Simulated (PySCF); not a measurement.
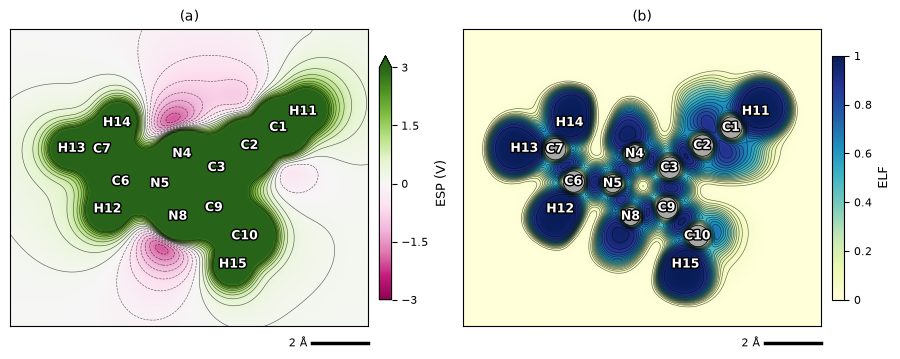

The picture shows: C7H7N3 (SMILES C#Cc1nn(C=C)nc1C). (a) electrostatic potential; (b) ELF on the plane of atoms C7, C6 and H12. Grey discs cover the atomic cores in the ELF map.

Geometry: GFN2-xTB.

Theory: PBE0/pcSseg-1, SCF density, gas phase, non-relativistic (PySCF 2.14.0).

```json
{"atom": "C", "x (Å)": "-2.5507", "y (Å)": "2.3457", "z (Å)": "0.7259"}
{"atom": "C", "x (Å)": "-1.6751", "y (Å)": "1.5613", "z (Å)": "0.4828"}
{"atom": "C", "x (Å)": "-0.6822", "y (Å)": "0.6138", "z (Å)": "0.1897"}
{"atom": "N", "x (Å)": "0.6219", "y (Å)": "0.8576", "z (Å)": "0.2324"}
{"atom": "N", "x (Å)": "1.1886", "y (Å)": "-0.2805", "z (Å)": "-0.1063"}
{"atom": "C", "x (Å)": "2.5576", "y (Å)": "-0.4613", "z (Å)": "-0.1864"}
{"atom": "C", "x (Å)": "3.4260", "y (Å)": "0.5039", "z (Å)": "0.0740"}
{"atom": "N", "x (Å)": "0.3394", "y (Å)": "-1.2620", "z (Å)": "-0.3712"}
{"atom": "C", "x (Å)": "-0.8612", "y (Å)": "-0.7443", "z (Å)": "-0.1973"}
{"atom": "C", "x (Å)": "-2.1254", "y (Å)": "-1.4919", "z (Å)": "-0.3858"}
{"atom": "H", "x (Å)": "-3.3049", "y (Å)": "3.0414", "z (Å)": "0.9415"}
{"atom": "H", "x (Å)": "2.8250", "y (Å)": "-1.4647", "z (Å)": "-0.4803"}
{"atom": "H", "x (Å)": "4.4838", "y (Å)": "0.3343", "z (Å)": "0.0037"}
{"atom": "H", "x (Å)": "3.0869", "y (Å)": "1.4831", "z (Å)": "0.3623"}
{"atom": "H", "x (Å)": "-1.9051", "y (Å)": "-2.5120", "z (Å)": "-0.6878"}
{"atom": "H", "x (Å)": "-2.7352", "y (Å)": "-1.0098", "z (Å)": "-1.1492"}
{"atom": "H", "x (Å)": "-2.6965", "y (Å)": "-1.5027", "z (Å)": "0.5421"}
```

Describe what can be read from this map.

- The section cuts through C, N and H sites.
- C–C (1.20 Å): the ELF peaks at about 0.85 between the atoms (a multiple bond).
- N–N (1.32 Å): the ELF peaks at about 0.90 between the atoms, as expected for a covalent bond.
- C–N (1.32 Å): the ELF peaks at about 0.90 between the atoms (a covalent bond).
- C–H (1.05 Å): the ELF climbs to about 1 towards the hydrogen, as it does in any bond to H (a covalent bond by its length).
- C–C (1.32 Å): the ELF peaks at about 0.90 between the atoms (a multiple bond).
- The ELF also peaks beside N8 and N4, away from the bonds: lone-pair regions.
- Outside the dense part of the molecule the potential is most negative (−2.0 V) near N4.
